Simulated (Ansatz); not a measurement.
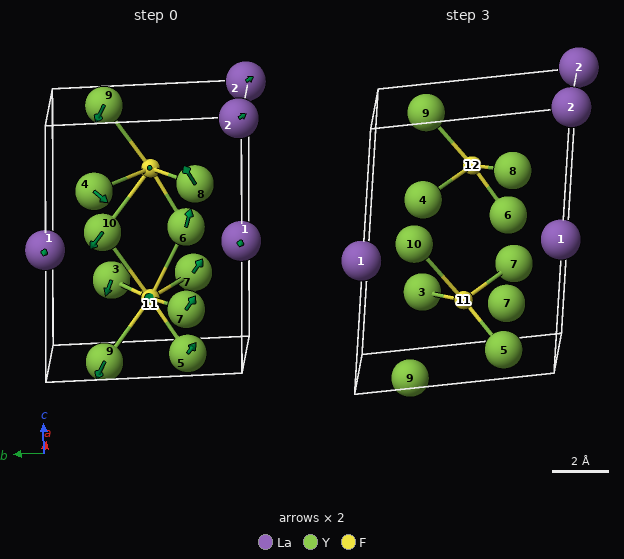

The structure of solid LaY$_{4}$F (a generated structure, set up in P1) (coarse preliminary run) before (left) and after (right) a relaxation, at one scale. The green arrows give the displacements (the part carried along by the change of the cell is left out), magnified 2 times.

Style: ball-and-stick. Shown: the cell of the calculation, from a free direction.

All numbers below come from DFT PBE, scalar-relativistic, plane waves, PAW (Ansatz).

Input
```yaml
crystal:
  lattice:
    - [-0.1135256685, 5.0052736808, 0.0273971138]
    - [-0.238169995, 0.0401153154, 7.1379344652]
    - [9.7847635508, -0.227051337, -0.3253206607]
  atoms:
    - { symbol: La, position: [0.0413108463, 1.0040336726, 0.5097966017] }
    - { symbol: La, position: [-0.0051242592, 1.0133576623, -0.0052529743] }
    - { symbol: "Y", position: [-0.0100831528, 0.7008746513, 0.2451640334] }
    - { symbol: "Y", position: [0.0152073844, 0.752668862, 0.733678651] }
    - { symbol: "Y", position: [0.460060199, 0.2932844675, 0.021194362] }
    - { symbol: "Y", position: [0.4934501241, 0.3015248314, 0.5097228073] }
    - { symbol: "Y", position: [-0.0009277513, 0.28313831, 0.2591569433] }
    - { symbol: "Y", position: [0.0228521073, 0.237747246, 0.7431748805] }
    - { symbol: "Y", position: [0.4602536746, 0.7178801175, 0.002767064] }
    - { symbol: "Y", position: [0.4773222322, 0.7269231197, 0.5059056549] }
    - { symbol: F, position: [0.5330504405, 0.4859816734, 0.2323968666] }
    - { symbol: F, position: [0.5126281549, 0.4825853863, 0.7422951096] }
basis:
  ecutwfc: 420
kpoints:
  mp_grid: { grid: [4, 4, 2] }
hamiltonian:
  xc: pbe
scf:
  occupations: { method: gaussian, width: 0.2 }
  lower_state_search: "off"
output:
  forces: true
  stress: true
  eigenvalues: true
relax:
  adjacent_minimum: "off"
  f_tol: 0.025
  max_steps: 60
  cell: { stress_tol: 0.25 }
```

Run as
```bash
ansatz run input.yaml --threads 1 --pin off --max-ram 2560MiB --backend cpu --events-out ev --progress --plain --runs-dir out
```

What changed between the two?

The run was cut off at its time limit before the relaxation converged, so the last structure is only a point on the way. Y8 moves most relative to the cell: 0.53 Å along [−3 2 3]. Largest moves by element: Y 0.53 Å, F 0.38 Å, La 0.18 Å. The drawn cell changes as follows: a 5.007 → 5.083 Å (+1.5 %), b 7.142 → 7.304 Å (+2.3 %), c 9.793 → 10.107 Å (+3.2 %), α 93.8° → 100.7°, β 92.6° → 90.7°, γ 89.3° → 89.7°; the volume changes by +5.7 %. Among the contacts that change: Y6–F11 3.112 → 3.870 Å, Y10–F12 2.988 → 3.687 Å, Y7–F11 3.086 → 3.739 Å, Y6–Y10 3.041 → 3.619 Å. Among the angles between lasting bonds that change: Y3–F11–Y7 65.9° → 84.9°, Y8–F12–Y9 112.7° → 101.7°, Y6–F12–Y8 75.5° → 82.6°. The space group stays P1 (No. 1). Over 3 geometry steps the energy falls by 2.830 eV per cell of the calculation. The largest force component goes from 1.4 to 0.47 eV/Å. Pressure: 2.82 GPa at the start and 0.38 GPa at the end. Cost: 5 min on 1 thread of Arm Neoverse V2, on a shared host, peak memory 0.73 GiB.

Limits of the set-up: layers or molecules are held without a dispersion correction, so their spacing is unreliable.
